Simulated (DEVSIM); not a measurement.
Structure: Au/Al2O3/p-InP capacitor, at 400 K.

| layer (left to right) | material | thickness (nm) | Na (cm⁻³) |
|---|---|---|---|
| 1 | Al2O3 | 2.10 | - |
| 2 | InP | 450 | 1.9e18 |

Metal gate on the left, work function 5.1 eV. Fixed charge at the semiconductor interface -1.7e11 cm⁻² (in units of +e); interface traps 2e12 cm⁻² eV⁻¹, uniform in energy, neutral level at 0.7 of the gap above the valence band.

Constants are typed, rounded textbook-type inputs, not results; the design itself was drawn at random and stands for no fabricated device. Values at 300 K; Nc and Nv go as T^1.5, mobilities as T to minus their exponent, the gap by Varshni's rule with the affinity fixed.

```csv
parameter,Al2O3,InP
gap (eV),6.8,1.344
affinity (eV),1.35,4.38
permittivity,9,12.5
Nc (cm⁻³),-,5.7e17
Nv (cm⁻³),-,1.1e19
Varshni α (eV/K),-,0.000363
Varshni β (K),-,162
```

Simulated with DEVSIM: 1D Poisson equation in equilibrium, Boltzmann statistics, complete ionisation; no quantum confinement or tunnelling. Metal contacts follow the ideal Schottky-Mott rule: no Fermi-level pinning, no interface dipoles.

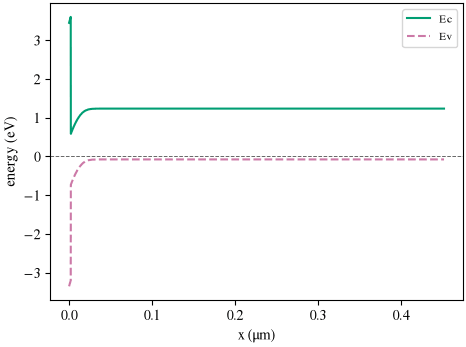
*Band edges at 0.3 V on the gate*

Energies count from the Fermi level of the right contact; mesh points crowd at the junctions.

```json
[
 {"x (μm)": "0.000", "Ec (eV)": "3.450", "Ev (eV)": "-3.350", "n (cm⁻³)": "< 1e2", "p (cm⁻³)": "< 1e2", "field (V/cm)": "770000"},
 {"x (μm)": "0.0006169", "Ec (eV)": "3.498", "Ev (eV)": "-3.303", "n (cm⁻³)": "< 1e2", "p (cm⁻³)": "< 1e2", "field (V/cm)": "770000"},
 {"x (μm)": "0.001156", "Ec (eV)": "3.539", "Ev (eV)": "-3.261", "n (cm⁻³)": "< 1e2", "p (cm⁻³)": "< 1e2", "field (V/cm)": "770000"},
 {"x (μm)": "0.001784", "Ec (eV)": "3.587", "Ev (eV)": "-3.213", "n (cm⁻³)": "< 1e2", "p (cm⁻³)": "< 1e2", "field (V/cm)": "770000"},
 {"x (μm)": "0.002682", "Ec (eV)": "0.615", "Ev (eV)": "-0.696", "n (cm⁻³)": "1.6e10", "p (cm⁻³)": "2.9e10", "field (V/cm)": "570000"},
 {"x (μm)": "0.003932", "Ec (eV)": "0.684", "Ev (eV)": "-0.627", "n (cm⁻³)": "2.1e9", "p (cm⁻³)": "2.1e11", "field (V/cm)": "530000"},
 {"x (μm)": "0.006077", "Ec (eV)": "0.792", "Ev (eV)": "-0.519", "n (cm⁻³)": "9.2e7", "p (cm⁻³)": "4.9e12", "field (V/cm)": "470000"},
 {"x (μm)": "0.01173", "Ec (eV)": "1.017", "Ev (eV)": "-0.295", "n (cm⁻³)": "140000", "p (cm⁻³)": "3.3e15", "field (V/cm)": "320000"},
 {"x (μm)": "0.01946", "Ec (eV)": "1.183", "Ev (eV)": "-0.128", "n (cm⁻³)": "1100", "p (cm⁻³)": "4.1e17", "field (V/cm)": "120000"},
 {"x (μm)": "0.03271", "Ec (eV)": "1.234", "Ev (eV)": "-0.077", "n (cm⁻³)": "250", "p (cm⁻³)": "1.8e18", "field (V/cm)": "4600"},
 {"x (μm)": "0.05731", "Ec (eV)": "1.236", "Ev (eV)": "-0.075", "n (cm⁻³)": "230", "p (cm⁻³)": "1.9e18", "field (V/cm)": "≈ 0"},
 {"x (μm)": "0.1154", "Ec (eV)": "1.236", "Ev (eV)": "-0.075", "n (cm⁻³)": "230", "p (cm⁻³)": "1.9e18", "field (V/cm)": "≈ 0"},
 {"x (μm)": "0.1973", "Ec (eV)": "1.236", "Ev (eV)": "-0.075", "n (cm⁻³)": "230", "p (cm⁻³)": "1.9e18", "field (V/cm)": "≈ 0"},
 {"x (μm)": "0.2972", "Ec (eV)": "1.236", "Ev (eV)": "-0.075", "n (cm⁻³)": "230", "p (cm⁻³)": "1.9e18", "field (V/cm)": "≈ 0"},
 {"x (μm)": "0.3790", "Ec (eV)": "1.236", "Ev (eV)": "-0.075", "n (cm⁻³)": "230", "p (cm⁻³)": "1.9e18", "field (V/cm)": "≈ 0"},
 {"x (μm)": "0.4099", "Ec (eV)": "1.236", "Ev (eV)": "-0.075", "n (cm⁻³)": "230", "p (cm⁻³)": "1.9e18", "field (V/cm)": "≈ 0"},
 {"x (μm)": "0.4280", "Ec (eV)": "1.236", "Ev (eV)": "-0.075", "n (cm⁻³)": "230", "p (cm⁻³)": "1.9e18", "field (V/cm)": "≈ 0"},
 {"x (μm)": "0.4390", "Ec (eV)": "1.236", "Ev (eV)": "-0.075", "n (cm⁻³)": "230", "p (cm⁻³)": "1.9e18", "field (V/cm)": "≈ 0"},
 {"x (μm)": "0.4462", "Ec (eV)": "1.236", "Ev (eV)": "-0.075", "n (cm⁻³)": "230", "p (cm⁻³)": "1.9e18", "field (V/cm)": "≈ 0"},
 {"x (μm)": "0.4492", "Ec (eV)": "1.236", "Ev (eV)": "-0.075", "n (cm⁻³)": "230", "p (cm⁻³)": "1.9e18", "field (V/cm)": "≈ 0"},
 {"x (μm)": "0.4509", "Ec (eV)": "1.236", "Ev (eV)": "-0.075", "n (cm⁻³)": "230", "p (cm⁻³)": "1.9e18", "field (V/cm)": "≈ 0"},
 {"x (μm)": "0.4521", "Ec (eV)": "1.236", "Ev (eV)": "-0.075", "n (cm⁻³)": "230", "p (cm⁻³)": "1.9e18", "field (V/cm)": "≈ 0"}
]
```
